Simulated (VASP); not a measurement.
Energy against volume of Nb (bcc). Computed with PBE GGA with D3 dispersion (zero damping), VASP's PBE PAW potentials (set 64) (plane waves; VASP).

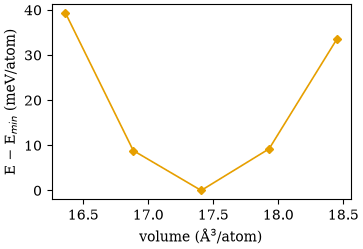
*Energy against volume*

Problem. Estimate the equilibrium volume and the bulk modulus.

Solution. The minimum lies near 17.4 Å³/atom, and the curvature gives B0 of about 190 GPa.

Measured: bulk modulus 173 GPa at 0 K (computed value off by +7.2 %), as given by Daniel Mejia-Rodriguez et al., Physical Review B (2018), arXiv:1807.09216 [0 K value with the zero-point phonon effect removed]; a 3.294 Å at 0 K (computed value off by -0.9 %), as given by Daniel Mejia-Rodriguez et al., Physical Review B (2018), arXiv:1807.09216 [static lattice: zero-point anharmonic expansion removed].

The compound is Nb in the bcc structure. It was relaxed first.
